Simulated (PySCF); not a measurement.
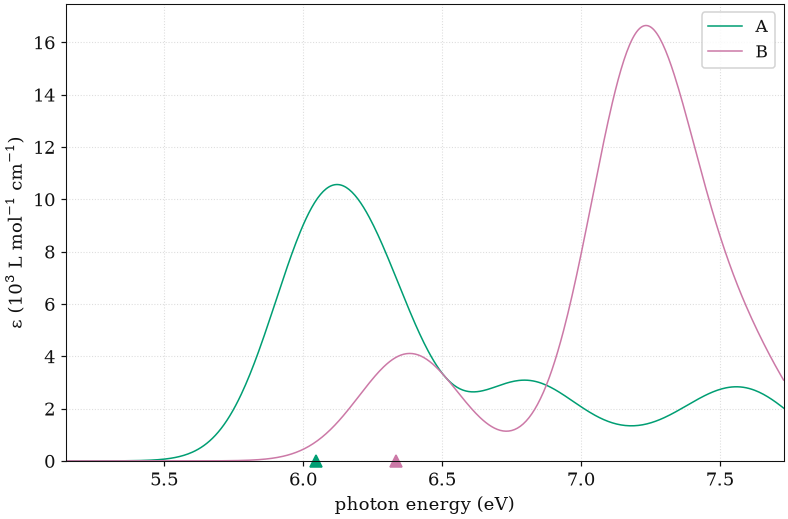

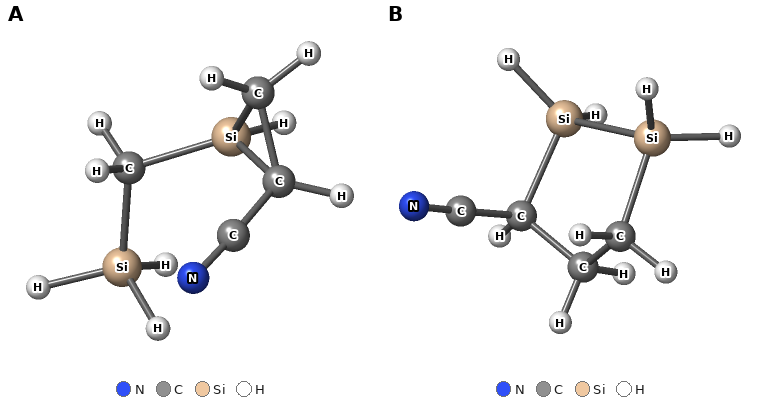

Related molecules: A is C₄H₉NSi₂, SMILES N#C[C@@H]1C[Si@@H]1C[SiH3]; B is C₄H₉NSi₂, SMILES N#C[C@@H]1CC[SiH2][SiH2]1. Vertical TDDFT absorption, PBE0/def2-SVPD, PySCF 2.14.0, at a PBE0-D3(BJ)/def2-SVP geometry (no frequency check); Gaussians of 1/e half-width 0.25 eV, triangles mark S1, and the range ends where the computed states of one molecule run out.

> How does the lowest singlet move?

A: 6.05 eV (f = 0.120, mainly HOMO → LUMO (72 %)); B: 6.33 eV (f = 0.025, mainly HOMO → LUMO (59 %)). From A to B it shifts 0.29 eV to the blue.

> And the brightest state of each within the range drawn?

A: S1 at 6.05 eV, f = 0.12; B: S4 at 7.21 eV, f = 0.17.

Limits of at least one run: core orbitals are frozen in the response; one conformer of a flexible molecule; states above the negative HOMO energy depend on the basis.
